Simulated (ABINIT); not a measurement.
# Cl (Cmce): G0W0 in ABINIT against the bands in the self-energy, part 2 of 2

How does the gap of Cl (Cmce) converge in the bands in the self-energy?

ABINIT 10.8.3; PBE and many-body steps on it, plane waves. Known limits of the many-body steps: not at the basis limit; coarse k mesh.

So far. Step 2 (Screening, 4×4×2 mesh, 360 bands, screening to 217.7 eV): Local fields lower ε∞ by 19 %. On a Γ-centred mesh this coarse the value itself is usually too large, while a short band sum pulls it down.

## 6. 101 bands

Level of this step: G0W0 on PBE, plane waves, norm-conserving pseudopotentials (ABINIT).

The self-energy is evaluated for the states that the input lists, and the levels follow from it, in one-shot runs by the linearised quasiparticle equation.

run.abi reads:

```
acell 3*1.0 Angstrom
rprim 
  3.145000000000 -2.250000000000 0.000000000000
  3.145000000000 2.250000000000 0.000000000000
  0.000000000000 0.000000000000 8.210000000000
ntypat 1
znucl 17
natom 4
typat 1 1 1 1
xred 
  0.870000000000 0.130000000000 0.100000000000
  0.630000000000 0.370000000000 0.600000000000
  0.130000000000 0.870000000000 0.900000000000
  0.370000000000 0.630000000000 0.400000000000
pp_dirpath "pseudos"
pseudos "Cl.upf"
ecut 25
ngkpt 4 4 2
nshiftk 1
shiftk 0 0 0
kptopt 1
chksymbreak 0
istwfk *1
occopt 1
irdwfk 1
optdriver 4
nband 101
gwcalctyp 0
ecutsigx 25
symsigma 1
nkptgw 2
kptgw 
  0.5000000000 0.5000000000 0.0000000000
  0.0000000000 0.0000000000 0.0000000000
bdgw 
  13 16
  13 16
ecuteps 8
irdscr 1
ppmodel 1
indata_prefix "in"
outdata_prefix "out"
tmpdata_prefix "tmp"
```

Launch:

```sh
$ OMP_NUM_THREADS=1 mpirun -n 8 abinit run.abi > log
```

What it wrote:

```text
.Version 10.8.3 of ABINIT. v10.8.2 released Aug 2026.

 Symmetries : space group Cm c a (# 64); Bravais oC (1-face-center ortho.)
[... echo of the input left out ...]
== DATASET  1 ==================================================================
-   mpi_nproc: 8, omp_nthreads: 1 (-1 if OMP is not activated)

--- !DatasetInfo
iteration_state: {dtset: 1, }
dimensions: {natom: 4, nkpt: 14, mband: 101, nsppol: 1, nspinor: 1, nspden: 1, mpw: 4726, }
cutoff_energies: {ecut:  25.0, pawecutdg:  -1.0, }
[...]
Band     E0 <VxcDFT>   SigX SigC(E0)      Z dSigC/dE  Sig(E)    E-E0       E
[...]
15   1.645 -13.980  -8.981  -2.858   0.794  -0.260 -12.281   1.699   3.344
       16   2.208 -14.626  -9.222  -3.023   0.785  -0.273 -12.756   1.870   4.078

== END DATASET(S) ==============================================================
================================================================================

 -outvars: echo values of variables after computation  --------
           etotal      0.0000000000E+00
            nband         101
             nkpt          14
          spgroup          64
 [... the other variables as echoed above ...]

 Calculation completed.
```

Wall time 43 s (8 MPI ranks of Arm Neoverse V2, shared host); peak memory 7.1 GiB.

This step gave:

```yaml
g0w0_gap_on_the_points_computed: 5.655 eV
starting_gap_on_the_mesh: 2.469 eV
k_of_the_valence_top: 0.5, 0.5, 0
k_of_the_conduction_bottom: 0, 0, 0
least_direct_g0w0_gap_on_the_computed_points: 5.705 eV
```

The gap on the mesh goes from 2.47 eV to 5.65 eV, a correction of +3.19 eV.

## 7. 217 bands

run.abi, as its differences from that of step 6:

```diff
@@ -26,3 +26,3 @@
 optdriver 4
-nband 101
+nband 217
 gwcalctyp 0
```

What it wrote:

```text
.Version 10.8.3 of ABINIT. v10.8.2 released Aug 2026.

 Symmetries : space group Cm c a (# 64); Bravais oC (1-face-center ortho.)
[... echo of the input left out ...]
== DATASET  1 ==================================================================
-   mpi_nproc: 8, omp_nthreads: 1 (-1 if OMP is not activated)

--- !DatasetInfo
iteration_state: {dtset: 1, }
dimensions: {natom: 4, nkpt: 14, mband: 217, nsppol: 1, nspinor: 1, nspden: 1, mpw: 4726, }
cutoff_energies: {ecut:  25.0, pawecutdg:  -1.0, }
[...]
Band     E0 <VxcDFT>   SigX SigC(E0)      Z dSigC/dE  Sig(E)    E-E0       E
[...]
15   1.645 -13.980  -8.981  -3.189   0.791  -0.264 -12.548   1.432   3.077
       16   2.208 -14.626  -9.222  -3.377   0.783  -0.277 -13.040   1.587   3.794

== END DATASET(S) ==============================================================
================================================================================

 -outvars: echo values of variables after computation  --------
           etotal      0.0000000000E+00
            nband         217
             nkpt          14
          spgroup          64
 [... the other variables as echoed above ...]

 Calculation completed.
```

Elapsed: 91 s, on 8 MPI ranks; peak memory 8.6 GiB.

Numbers from this step:

* G0W0 gap on the points computed: 5.626 eV
* starting gap on the mesh: 2.469 eV
* k of the valence top: 0.5, 0.5, 0
* k of the conduction bottom: 0, 0, 0
* least direct G0W0 gap on the computed points: 5.676 eV

Against the run before, the gap moves by −0.029 eV.

## 8. 360 bands

run.abi, as its differences from that of step 7:

```diff
@@ -26,3 +26,3 @@
 optdriver 4
-nband 217
+nband 360
 gwcalctyp 0
```

What it wrote:

```text
.Version 10.8.3 of ABINIT. v10.8.2 released Aug 2026.

 Symmetries : space group Cm c a (# 64); Bravais oC (1-face-center ortho.)
[... echo of the input left out ...]
== DATASET  1 ==================================================================
-   mpi_nproc: 8, omp_nthreads: 1 (-1 if OMP is not activated)

--- !DatasetInfo
iteration_state: {dtset: 1, }
dimensions: {natom: 4, nkpt: 14, mband: 360, nsppol: 1, nspinor: 1, nspden: 1, mpw: 4726, }
cutoff_energies: {ecut:  25.0, pawecutdg:  -1.0, }
[...]
Band     E0 <VxcDFT>   SigX SigC(E0)      Z dSigC/dE  Sig(E)    E-E0       E
[...]
15   1.645 -13.980  -8.981  -3.307   0.790  -0.265 -12.643   1.337   2.983
       16   2.208 -14.626  -9.222  -3.505   0.782  -0.278 -13.141   1.485   3.693

== END DATASET(S) ==============================================================
================================================================================

 -outvars: echo values of variables after computation  --------
           etotal      0.0000000000E+00
            nband         360
             nkpt          14
          spgroup          64
 [... the other variables as echoed above ...]

 Calculation completed.
```

The job ended after 2.5 min (8 MPI ranks; peak memory 10 GiB; 20 min of CPU time).

Numbers from this step:

| Item | Value |
| --- | --- |
| G0W0 gap on the points computed | 5.626 eV |
| starting gap on the mesh | 2.469 eV |
| k of the valence top | 0.5, 0.5, 0 |
| k of the conduction bottom | 0, 0, 0 |
| least direct G0W0 gap on the computed points | 5.676 eV |

Against the run before, the gap moves by +0.000 eV.

## 9. The runs together

Times are wall times on 8 MPI ranks of Arm Neoverse V2, shared host, good to a factor of about two. A run's time includes the screening step that it read.

```csv
run,mesh,bands,screening cutoff (eV),DFT gap (eV),gap on the mesh (eV),direct (eV),ε∞ used,time
22 bands,4×4×2,22,217.7,2.469,5.708,5.756,2.81,6.9 min
24 bands,4×4×2,24,217.7,2.469,5.747,5.807,2.81,6.9 min
45 bands,4×4×2,45,217.7,2.469,5.720,5.772,2.81,7 min
101 bands,4×4×2,101,217.7,2.469,5.655,5.705,2.81,7.4 min
217 bands,4×4×2,217,217.7,2.469,5.626,5.676,2.81,8.2 min
360 bands,4×4×2,360,217.7,2.469,5.626,5.676,2.81,9.1 min
```

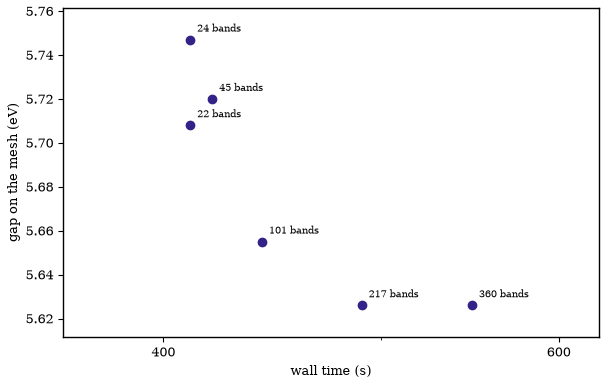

Result against wall time.

## 10. Results

| Quantity | Value |
| --- | --- |
| 22 bands | 5.708 eV |
| 24 bands | 5.747 eV |
| 45 bands | 5.720 eV |
| 101 bands | 5.655 eV |
| 217 bands | 5.626 eV |
| 360 bands | 5.626 eV |
| known limits | not at the basis limit; coarse k mesh |

In words: The setting moved: bands in the self-energy. From 22 bands to 360 bands the gap moves by −0.08 eV, not steadily: it passes through 5.75 eV. It holds to 0.03 eV from 101 bands on. Bands and screening cutoff are coupled, so a series along one setting does not show full convergence. Bands and cutoff are finite, so the gap is not at the basis limit. The miss can reach some tenths of an eV and take either sign; the mesh is an error of its own. In the G0W0 runs levels were corrected at 2 k points alone, so a gap called «on the mesh» is the least over those, and an edge elsewhere would be missed. The 4×4×2 mesh is coarse for this cell, which bears on the long-range parts of exchange and screening.

[Paths, hosts, dates, memory and timing lines, banners, echoed tables and standing remarks are left out of the program output.]

[Logs are printed without paths, hosts, clocks, repeated set-up lines and the standing remarks that a program may print on its own settings, such as how far it seeks lower states.]

[Runs of the session that timed out or met a known fault of the program may be left out.]

[Hosts, paths, dates, database ids (printed as entryN), source tags and the programs' standing remarks are cut or masked in the printed files.]

[G0W0 gaps are taken among the corrected bands and points alone; a level outside them can change the order at an edge.]

[Where Ansatz stands beside ABINIT at settings called matched, ABINIT's density can come from a denser mesh and the files from another edition; pairs whose starting gaps differed by over 0.03 eV were left out, so agreement reads better than it is.]
